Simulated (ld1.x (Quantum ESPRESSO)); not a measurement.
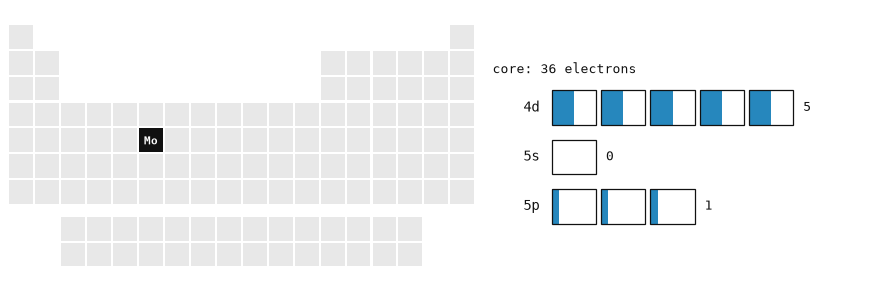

*Left, the place of molybdenum in the periodic table; right, the valence shells of the reference configuration: a box for each of the 2l + 1 orbitals, shaded by the share of the shell that is filled, with the electron count at the right.*

# Pseudopotential generation for Mo (part 1 of 2)

- system: molybdenum (Mo, Z = 42), core [Kr], reference valence 4d5 5s0 5p1, valence charge 6.
- method: ultrasoft potential, LDA (PZ), scalar-relativistic, made with ld1.x (Quantum ESPRESSO) 7.5

**Summary**

- outcome: generated, with a spurious state above the valence levels
- cutoffs needed: 40 Ry and 70 Ry (the cutoffs, on a coarse ladder, from which the occupation-weighted sum of valence levels, in a spherical-Bessel basis at the reference potential, stays within 10 and 1 mRy of its value at 400 Ry); ghost states and empty shells don't enter this sum
- ghost test: no ghost state below the valence levels in the s, p, d, f channels (spherical-Bessel basis up to 400 Ry, 20 bohr box)
- largest excitation error: -1267 meV (all-electron minus pseudo) for 4d2 5s0 5p0, out of 7 test configurations
- lowest eigenvalue of the overlap operator S in a Bessel basis (separate test): 0.034 (s channel)
- density cutoff estimated by the generator: 215 Ry
- clearest signs, in the scattering phases, of states that the all-electron atom lacks: s near 3.0 Ry
- range over which the phases arctan(r u′/u) at the test radius agree within 0.05 rad (a looser test near the poles than one of phase shifts): s: up to about 0.4 Ry; p: up to about 0.9 Ry; d: up to about 4.7 Ry
- hardware: 1 CPU thread, shared host
- wall time: 2.6 s

**Remarks**

The Bessel test looks below the valence levels only. The scattering phases show an s state near 3.0 Ry, 3.4 Ry above the channel's reference energy, that the all-electron atom lacks; it spoils states at that energy. An excitation error of 1267 meV in its own tests makes this a poorly transferable potential. The overlap operator is close to singular, which makes the set fragile in plane-wave runs.

**The input**
```
 &input
   title='Mo', zed=42., rel=1, dft='PZ', iswitch=3,
   config='[Kr] 4d5 5s0 5p1',
   nld=3, rlderiv=5.00, eminld=-2.0, emaxld=5.0, deld=0.02
 /
 &inputp
   pseudotype=3, tm=.true., lloc=-1, rcloc=2.80,
   nlcc=.true., rcore=1.60,
   which_augfun='PSQ', rmatch_augfun_nc=.true.,
   file_pseudopw='Mo.UPF', file_wfcaegen='ae.wfc', file_wfcncgen='nc.wfc', file_beta='beta', file_chi='chi', file_wfcusgen='us.wfc'
 /
6
5S  1  0   0.00   0.00  1.90  3.88  0.0
5S  1  0   0.00   2.65  1.90  3.88  0.0
5P  2  1   1.00   0.00  3.95  4.60  0.0
5P  2  1   0.00   0.20  3.95  4.60  0.0
4D  3  2   5.00   0.00  1.40  1.55  0.0
4D  3  2   0.00   1.50  1.40  1.55  0.0
 &test
   configts(1)='4d5 5s0 5p1'
 /
```

**Input of the test run**
```
 &input
   title='Mo', zed=42., rel=1, dft='PZ', iswitch=2,
   config='[Kr] 4d5 5s0 5p1'
 /
 &test
   file_pseudo='Mo.UPF', nconf=10,
   configts(1)='4d5 5s0 5p1',
   configts(2)='4d5 5s1 5p0',
   configts(3)='4d5 5s0 5p0',
   configts(4)='4d4 5s0 5p0',
   configts(5)='4d2 5s0 5p0',
   configts(6)='4d4 5s1 5p0',
   configts(7)='4d4 5s1 5p1',
   configts(8)='4d5.5 5s0.5 5p0',
   configts(9)='4d5 5s0 5p1', lsdts(9)=1,
   configts(10)='4d5 5s1 5p0', lsdts(10)=1
 /
```

Run as:
```bash
ld1.x < Mo.in > Mo.out
```

**Log**
```
     Program LD1 v.7.5
     --------------------------- All-electron run ----------------------------

     Mo
     scalar relativistic calculation

     atomic number is 42.00
     dft =PZ   lsd =0 sic =0 latt =0  beta=0.20 tr2=1.0E-14
     Exchange-correlation= PZ
                           (   1   1   0   0   0   0   0)
     mesh =1229 r(mesh) = 100.71859 a.u. xmin = -7.00 dx = 0.01250
     1 Ry =  13.60569312 eV, c = 137.03599908

     n l     nl                  e(Ry)          e(Ha)          e(eV)
     1 0     1S 1( 2.00)     -1455.0197      -727.5098    -19796.5510
     2 0     2S 1( 2.00)      -205.6327      -102.8164     -2797.7755
     2 1     2P 1( 6.00)      -183.9814       -91.9907     -2503.1938
     3 0     3S 1( 2.00)       -35.0405       -17.5203      -476.7509
     3 1     3P 1( 6.00)       -27.9458       -13.9729      -380.2217
     4 0     4S 1( 2.00)        -4.8343        -2.4172       -65.7740
     4 1     4P 1( 6.00)        -2.9361        -1.4681       -39.9481
     3 2     3D 1(10.00)       -16.3632        -8.1816      -222.6326
     4 2     4D 1( 5.00)        -0.3821        -0.1911        -5.1993
     5 0     5S 1( 0.00)        -0.3851        -0.1926        -5.2396
     5 1     5P 1( 1.00)        -0.1393        -0.0697        -1.8958

     final scf error:  9.2E-15 reached in  33 iterations

     Etot =   -8088.597221 Ry,   -4044.298611 Ha, -110050.971589 eV

     Ekin =    8337.600694 Ry,    4168.800347 Ha,  113438.836424 eV
     Encl =  -19498.160260 Ry,   -9749.080130 Ha, -265285.984954 eV
     Eh   =    3310.280014 Ry,    1655.140007 Ha,   45038.654028 eV
     Exc  =    -238.317670 Ry,    -119.158835 Ha,   -3242.477087 eV

     normalization and overlap integrals

     s(1S/1S) =  1.000000  <r> =   0.0352  <r2> =    0.0017  r(max) =   0.0229
     s(2S/2S) =  1.000000  <r> =   0.1539  <r2> =    0.0279  r(max) =   0.1303
     s(2P/2P) =  1.000000  <r> =   0.1340  <r2> =    0.0219  r(max) =   0.1041
     s(3S/3S) =  1.000000  <r> =   0.4297  <r2> =    0.2116  r(max) =   0.3819
     s(3P/3P) =  1.000000  <r> =   0.4312  <r2> =    0.2165  r(max) =   0.3771
     s(4S/4S) =  1.000000  <r> =   1.1063  <r2> =    1.3895  r(max) =   0.9874
     s(4P/4P) =  1.000000  <r> =   1.2368  <r2> =    1.7586  r(max) =   1.0643
     s(3D/3D) =  1.000000  <r> =   0.4156  <r2> =    0.2078  r(max) =   0.3206
     s(4D/4D) =  1.000000  <r> =   1.9563  <r2> =    4.7938  r(max) =   1.3838
     s(5S/5S) =  1.000000  <r> =   3.4672  <r2> =   13.8134  r(max) =   2.8572
     s(5P/5P) =  1.000000  <r> =   4.9410  <r2> =   28.5601  r(max) =   3.9053

     ------------------------ End of All-electron run ------------------------

     --------------------- Generating US pseudopotential ---------------------

      Generating local potential from pseudized AE potential:
      Matching radius rcloc =   2.8000

      Local pseudo, rcloc= 2.822 Estimated cut-off energy=     3.08 Ry

      Computing core charge for nlcc:

       r > 1.61 : true rho core
       r < 1.61 : rho core = a sin(br)/r    a=   4.66  b=   1.64

      Integrated core pseudo-charge :   6.19
      Wfc-us  5S rcutus= 3.905  Estimated cut-off energy=     3.20 Ry
      Wfc-us  5S rcutus= 3.905  Estimated cut-off energy=     4.15 Ry
      Wfc-us  5P rcutus= 4.652  Estimated cut-off energy=     3.55 Ry
      Wfc-us  5P rcutus= 4.652  Estimated cut-off energy=     4.81 Ry
      Wfc-us  4D rcutus= 1.549  Estimated cut-off energy=    46.72 Ry
      Wfc-us  4D rcutus= 1.549  Estimated cut-off energy=    52.38 Ry

     Q pseudized with Bessel functions
     Expected ecutrho=     215.3045 due to l1=  2   l2=  2

     ------------------- End of pseudopotential generation -------------------

     --------------------------- All-electron run ----------------------------

     Mo
     scalar relativistic calculation

     atomic number is 42.00
     dft =PZ   lsd =0 sic =0 latt =0  beta=0.20 tr2=1.0E-14
     Exchange-correlation= PZ
                           (   1   1   0   0   0   0   0)
     mesh =1229 r(mesh) = 100.71859 a.u. xmin = -7.00 dx = 0.01250
     1 Ry =  13.60569312 eV, c = 137.03599908

     n l     nl                  e(Ry)          e(Ha)          e(eV)
     1 0     1S 1( 2.00)     -1455.0197      -727.5098    -19796.5510
     2 0     2S 1( 2.00)      -205.6327      -102.8164     -2797.7755
     2 1     2P 1( 6.00)      -183.9814       -91.9907     -2503.1938
     3 0     3S 1( 2.00)       -35.0405       -17.5203      -476.7509
     3 1     3P 1( 6.00)       -27.9458       -13.9729      -380.2217
     4 0     4S 1( 2.00)        -4.8343        -2.4172       -65.7740
     4 1     4P 1( 6.00)        -2.9361        -1.4681       -39.9481
     3 2     3D 1(10.00)       -16.3632        -8.1816      -222.6326
     4 2     4D 1( 5.00)        -0.3821        -0.1911        -5.1993
     5 0     5S 1( 0.00)        -0.3851        -0.1926        -5.2396
     5 1     5P 1( 1.00)        -0.1393        -0.0697        -1.8958

     final scf error:  9.2E-15 reached in  33 iterations

     Etot =   -8088.597221 Ry,   -4044.298611 Ha, -110050.971589 eV

     Ekin =    8337.600694 Ry,    4168.800347 Ha,  113438.836424 eV
     Encl =  -19498.160260 Ry,   -9749.080130 Ha, -265285.984954 eV
     Eh   =    3310.280014 Ry,    1655.140007 Ha,   45038.654028 eV
     Exc  =    -238.317670 Ry,    -119.158835 Ha,   -3242.477087 eV

     normalization and overlap integrals

     s(1S/1S) =  1.000000  <r> =   0.0352  <r2> =    0.0017  r(max) =   0.0229
     s(2S/2S) =  1.000000  <r> =   0.1539  <r2> =    0.0279  r(max) =   0.1303
     s(2P/2P) =  1.000000  <r> =   0.1340  <r2> =    0.0219  r(max) =   0.1041
     s(3S/3S) =  1.000000  <r> =   0.4297  <r2> =    0.2116  r(max) =   0.3819
     s(3P/3P) =  1.000000  <r> =   0.4312  <r2> =    0.2165  r(max) =   0.3771
     s(4S/4S) =  1.000000  <r> =   1.1063  <r2> =    1.3895  r(max) =   0.9874
     s(4P/4P) =  1.000000  <r> =   1.2368  <r2> =    1.7586  r(max) =   1.0643
     s(3D/3D) =  1.000000  <r> =   0.4156  <r2> =    0.2078  r(max) =   0.3206
     s(4D/4D) =  1.000000  <r> =   1.9563  <r2> =    4.7938  r(max) =   1.3838
     s(5S/5S) =  1.000000  <r> =   3.4672  <r2> =   13.8134  r(max) =   2.8572
     s(5P/5P) =  1.000000  <r> =   4.9410  <r2> =   28.5601  r(max) =   3.9053

     ------------------------ End of All-electron run ------------------------

     Computing logarithmic derivative in   4.98334
     Computing logarithmic derivative in   4.98334
     Computing the partial wave expansion
     R is outside the sphere for l=    0 j= 0.00
     R is outside the sphere for l=    0 j= 0.00
     R is outside the sphere for l=    1 j= 0.00
     R is outside the sphere for l=    1 j= 0.00
     R is outside the sphere for l=    2 j= 0.00
     R is outside the sphere for l=    2 j= 0.00

     ---------------------- Testing the pseudopotential ----------------------

     Mo
     scalar relativistic calculation

     atomic number is 42.00   valence charge is  6.00
     dft =PZ   lsd =0 sic =0 latt =0  beta=0.20 tr2=1.0E-14
     mesh =1229 r(mesh) = 100.71859 xmin = -7.00 dx = 0.01250

     n l     nl             e AE (Ry)        e PS (Ry)    De AE-PS (Ry)
     3 2     4D   1( 5.00)       -0.38214       -0.38214        0.00000
     1 0     5S   1( 0.00)       -0.38510       -0.38510        0.00000
     2 1     5P   1( 1.00)       -0.13934       -0.13934        0.00000

     eps = 3.4E-16  iter =  3

     Etot =   -8088.597221 Ry,   -4044.298611 Ha, -110050.971589 eV
     Etotps =   -22.023152 Ry,     -11.011576 Ha,    -299.640244 eV

     Ekin =      18.590456 Ry,       9.295228 Ha,     252.936037 eV
     Encl =     -34.432057 Ry,     -17.216029 Ha,    -468.472001 eV
     Ehrt =      14.239771 Ry,       7.119885 Ha,     193.741953 eV
     Ecxc =     -11.611662 Ry,      -5.805831 Ha,    -157.984712 eV
     (Ecc =      -6.260796 Ry,      -3.130398 Ha,     -85.182468 eV)
     Epseu=      -8.809659 Ry,      -4.404830 Ha,    -119.861522 eV

     ---------------------- End of pseudopotential test ----------------------
```

**Output of the test run (extracts)**
```
     ---------------------- Testing the pseudopotential ----------------------

     Mo
     scalar relativistic calculation

     atomic number is 42.00   valence charge is  6.00
     dft =PZ   lsd =0 sic =0 latt =0  beta=0.20 tr2=1.0E-14
     mesh =1229 r(mesh) = 100.71859 xmin = -7.00 dx = 0.01250

     n l     nl             e AE (Ry)        e PS (Ry)    De AE-PS (Ry)
     3 2     4D   1( 5.00)       -0.38214       -0.38214        0.00000
     1 0     5S   1( 0.00)       -0.38510       -0.38510        0.00000
     2 1     5P   1( 1.00)       -0.13934       -0.13934        0.00000

     eps = 3.5E-16  iter =  3

     Etot =   -8088.597221 Ry,   -4044.298611 Ha, -110050.971589 eV
     Etotps =   -22.023152 Ry,     -11.011576 Ha,    -299.640244 eV

     Ekin =      18.590456 Ry,       9.295228 Ha,     252.936037 eV
     Encl =     -34.432057 Ry,     -17.216029 Ha,    -468.472001 eV
     Ehrt =      14.239771 Ry,       7.119885 Ha,     193.741953 eV
     Ecxc =     -11.611662 Ry,      -5.805831 Ha,    -157.984712 eV
     (Ecc =      -6.260796 Ry,      -3.130398 Ha,     -85.182468 eV)
     Epseu=      -8.809659 Ry,      -4.404830 Ha,    -119.861522 eV

     ---------------------- End of pseudopotential test ----------------------

     ---------------------- Testing the pseudopotential ----------------------

     Mo
     scalar relativistic calculation

     atomic number is 42.00   valence charge is  6.00
     dft =PZ   lsd =0 sic =0 latt =0  beta=0.20 tr2=1.0E-14
     mesh =1229 r(mesh) = 100.71859 xmin = -7.00 dx = 0.01250

     n l     nl             e AE (Ry)        e PS (Ry)    De AE-PS (Ry)
     3 2     4D   1( 5.00)       -0.28925       -0.28813       -0.00113
     1 0     5S   1( 1.00)       -0.31821       -0.31880        0.00059
     2 1     5P   1( 0.00)       -0.08560       -0.08633        0.00073

     eps = 3.1E-16  iter = 10

     Etot =   -8088.835692 Ry,   -4044.417846 Ha, -110054.216145 eV
     Etotps =   -22.261545 Ry,     -11.130772 Ha,    -302.883746 eV
     dEtot_ae =      -0.238471 Ry
     dEtot_ps =      -0.238393 Ry,   Delta E=      -0.000077 Ry

     Ekin =      18.058083 Ry,       9.029042 Ha,     245.692741 eV
     Encl =     -35.073751 Ry,     -17.536876 Ha,    -477.202695 eV
     Ehrt =      14.797342 Ry,       7.398671 Ha,     201.328099 eV
     Ecxc =     -11.709407 Ry,      -5.854704 Ha,    -159.314599 eV
     (Ecc =      -6.260796 Ry,      -3.130398 Ha,     -85.182468 eV)
     Epseu=      -8.333812 Ry,      -4.166906 Ha,    -113.387293 eV

     ---------------------- End of pseudopotential test ----------------------

     ---------------------- Testing the pseudopotential ----------------------

     Mo
     scalar relativistic calculation

     atomic number is 42.00   valence charge is  6.00
     dft =PZ   lsd =0 sic =0 latt =0  beta=0.20 tr2=1.0E-14
     mesh =1229 r(mesh) = 100.71859 xmin = -7.00 dx = 0.01250

     n l     nl             e AE (Ry)        e PS (Ry)    De AE-PS (Ry)
     3 2     4D   1( 5.00)       -0.78364       -0.78159       -0.00205
     1 0     5S   1( 0.00)       -0.74605       -0.74655        0.00049
     2 1     5P   1( 0.00)       -0.44623       -0.44804        0.00181

     eps = 3.1E-17  iter =  7

     Etot =   -8088.307543 Ry,   -4044.153771 Ha, -110047.030311 eV
     Etotps =   -21.732836 Ry,     -10.866418 Ha,    -295.690294 eV
     dEtot_ae =       0.289679 Ry
     dEtot_ps =       0.290316 Ry,   Delta E=      -0.000637 Ry

     Ekin =      18.732576 Ry,       9.366288 Ha,     254.869685 eV
     Encl =     -32.006235 Ry,     -16.003117 Ha,    -435.467008 eV
     Ehrt =      12.020312 Ry,       6.010156 Ha,     163.544670 eV
     Ecxc =     -11.415548 Ry,      -5.707774 Ha,    -155.316439 eV
     (Ecc =      -6.260796 Ry,      -3.130398 Ha,     -85.182468 eV)
     Epseu=      -9.063941 Ry,      -4.531971 Ha,    -123.321201 eV

     ---------------------- End of pseudopotential test ----------------------

     ---------------------- Testing the pseudopotential ----------------------

     Mo
     scalar relativistic calculation

     atomic number is 42.00   valence charge is  6.00
     dft =PZ   lsd =0 sic =0 latt =0  beta=0.20 tr2=1.0E-14
     mesh =1229 r(mesh) = 100.71859 xmin = -7.00 dx = 0.01250

     n l     nl             e AE (Ry)        e PS (Ry)    De AE-PS (Ry)
     3 2     4D   1( 4.00)       -1.54772       -1.55734        0.00963  !
     1 0     5S   1( 0.00)       -1.32339       -1.32816        0.00477
     2 1     5P   1( 0.00)       -0.94261       -0.93910       -0.00351

     eps = 4.6E-18  iter =  7

     Etot =   -8087.153415 Ry,   -4043.576708 Ha, -110031.327610 eV
     Etotps =   -20.576384 Ry,     -10.288192 Ha,    -279.955970 eV
     dEtot_ae =       1.443806 Ry
     dEtot_ps =       1.446767 Ry,   Delta E=      -0.002962 Ry

     Ekin =      17.005387 Ry,       8.502693 Ha,     231.370075 eV
     Encl =     -26.916463 Ry,     -13.458231 Ha,    -366.217129 eV
     Ehrt =       8.413580 Ry,       4.206790 Ha,     114.472585 eV
     Ecxc =     -10.672268 Ry,      -5.336134 Ha,    -145.203597 eV
     (Ecc =      -6.260796 Ry,      -3.130398 Ha,     -85.182468 eV)
     Epseu=      -8.406621 Ry,      -4.203310 Ha,    -114.377903 eV

     ---------------------- End of pseudopotential test ----------------------

     ---------------------- Testing the pseudopotential ----------------------

     Mo
     scalar relativistic calculation

     atomic number is 42.00   valence charge is  6.00
     dft =PZ   lsd =0 sic =0 latt =0  beta=0.20 tr2=1.0E-14
     mesh =1229 r(mesh) = 100.71859 xmin = -7.00 dx = 0.01250

     n l     nl             e AE (Ry)        e PS (Ry)    De AE-PS (Ry)
     3 2     4D   1( 2.00)       -3.41688       -3.51141        0.09454  !
     1 0     5S   1( 0.00)       -2.70040       -3.45735        0.75695  !
     2 1     5P   1( 0.00)       -2.17501       -2.19200        0.01699  !

     eps = 1.5E-15  iter =  5

     Etot =   -8082.254145 Ry,   -4041.127072 Ha, -109964.669635 eV
     Etotps =   -15.586960 Ry,      -7.793480 Ha,    -212.071399 eV
     dEtot_ae =       6.343077 Ry
     dEtot_ps =       6.436191 Ry,   Delta E=      -0.093115 Ry

     Ekin =      10.460946 Ry,       5.230473 Ha,     142.328415 eV
     Encl =     -14.427454 Ry,      -7.213727 Ha,    -196.295507 eV
     Ehrt =       2.403797 Ry,       1.201899 Ha,      32.705325 eV
     Ecxc =      -8.669958 Ry,      -4.334979 Ha,    -117.960783 eV
     (Ecc =      -6.260796 Ry,      -3.130398 Ha,     -85.182468 eV)
     Epseu=      -5.354292 Ry,      -2.677146 Ha,     -72.848849 eV

     ---------------------- End of pseudopotential test ----------------------

     ---------------------- Testing the pseudopotential ----------------------

     Mo
     scalar relativistic calculation

     atomic number is 42.00   valence charge is  6.00
     dft =PZ   lsd =0 sic =0 latt =0  beta=0.20 tr2=1.0E-14
     mesh =1229 r(mesh) = 100.71859 xmin = -7.00 dx = 0.01250

     n l     nl             e AE (Ry)        e PS (Ry)    De AE-PS (Ry)
     3 2     4D   1( 4.00)       -0.95358       -0.95691        0.00332
     1 0     5S   1( 1.00)       -0.82979       -0.83083        0.00104
     2 1     5P   1( 0.00)       -0.50824       -0.50534       -0.00290

     eps = 4.2E-16  iter =  9

     Etot =   -8088.228436 Ry,   -4044.114218 Ha, -110045.954010 eV
     Etotps =   -21.654042 Ry,     -10.827021 Ha,    -294.618254 eV
     dEtot_ae =       0.368785 Ry
     dEtot_ps =       0.369109 Ry,   Delta E=      -0.000324 Ry

     Ekin =      16.642843 Ry,       8.321422 Ha,     226.437421 eV
     Encl =     -30.703254 Ry,     -15.351627 Ha,    -417.739048 eV
     Ehrt =      11.168824 Ry,       5.584412 Ha,     151.959598 eV
     Ecxc =     -11.072610 Ry,      -5.536305 Ha,    -150.650534 eV
     (Ecc =      -6.260796 Ry,      -3.130398 Ha,     -85.182468 eV)
     Epseu=      -7.689846 Ry,      -3.844923 Ha,    -104.625690 eV

     ---------------------- End of pseudopotential test ----------------------
```

(Continued in part 2.)
